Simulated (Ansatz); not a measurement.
Input

```
crystal:
  periodic: [false, false, false]
  atoms:
    - {symbol: N, position_ang: [-0.847006, 1.116215, 0.092999]}
    - {symbol: C, position_ang: [-0.007031, 0.200719, -0.112460]}
    - {symbol: N, position_ang: [1.334350, 0.444109, -0.186581]}
    - {symbol: Te, position_ang: [-0.431725, -1.878801, -0.535133]}
    - {symbol: H, position_ang: [-1.808725, 0.818295, -0.005535]}
    - {symbol: H, position_ang: [1.602117, 1.389267, 0.049808]}
    - {symbol: H, position_ang: [1.959569, -0.279554, 0.123196]}
    - {symbol: H, position_ang: [-1.709449, -1.867350, 0.518005]}
basis:
  gaussian: {orbitals: def2-TZVPP}
hamiltonian: {xc: pbe0, dispersion: d4}
output: {orbitals: {seedname: orbitals}}
```

Launched as:

```sh
ansatz run in.yaml --threads 2 --pin off --events-out ev --progress --plain --max-ram 4352MiB
```

Geometry: PBE0-D4/def2-TZVP; core potentials replace the inner electrons of Te.

All numbers below come from RKS PBE0-D4/def2-TZVPP (Ansatz).

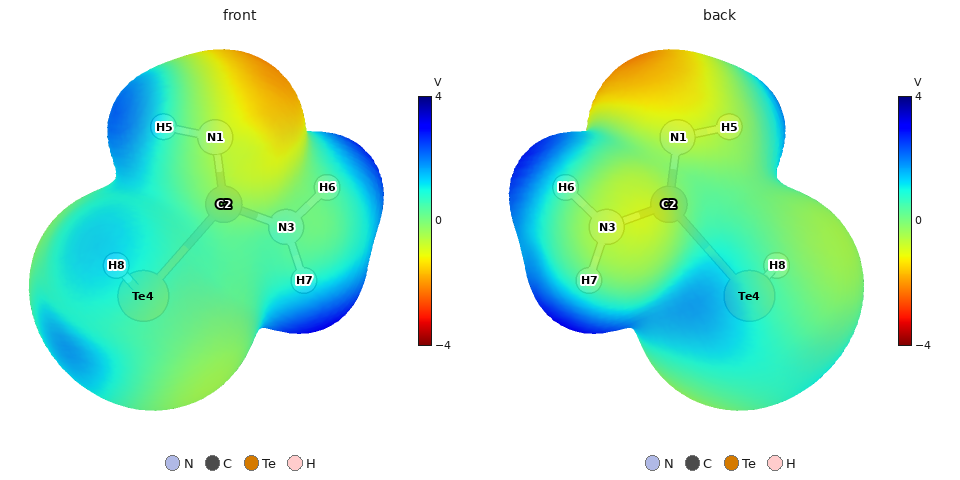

CH₄N₂Te (SMILES N=C(N)[TeH]). The molecular electrostatic potential painted on the density surface at 0.004 e/bohr³, seen from the front and from behind; red is negative and blue positive.

**Which sites attract a positive test charge, and which a negative one?**

A positive charge is drawn to the negative regions and a negative charge to the positive ones. The most negative region (about −2.0 V, or −46 kcal/mol for a unit charge) lies over N1, the most positive (about +3.0 V, or +69 kcal/mol for a unit charge) over H7. N1 is the likeliest acceptor of a hydrogen bond.
